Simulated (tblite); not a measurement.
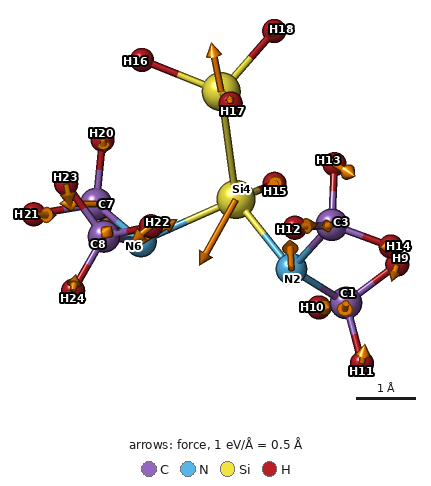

Starting geometry of C₄H₁₆N₂Si₂ with the computed forces as orange arrows. A ball-and-stick model, seen from a free direction.

These are results of GFN2-xTB geometry optimisation, gas phase (tblite), not measurements. 

Q: Is this structure relaxed? If not, where do the atoms go?

A: It isn't relaxed: the largest force vector, on a Si atom, is 2.62 eV/Å. The final displacements have little in common with the starting forces (cosine between the two patterns 0.28). After 236 geometry steps the energy has fallen by 37.7 kcal/mol. An H atom moves most after the best rigid fit: 1.82 Å. By element the largest moves are H 1.82 Å, C 0.77 Å, N 0.56 Å, Si 0.51 Å. Near-neighbour distances that change, for instance: Si–Si 2.221 → 2.309 Å, N–Si 1.800 → 1.726 Å, H–Si 1.440 → 1.483 Å, C–H 1.124 → 1.085 Å. Bond angles that change, for instance: C–N–Si 106.0° → 121.6°, C–N–Si 105.7° → 121.0°, Si–N–C 106.2° → 120.3°. Groups turn about Si–Si by about 20°.
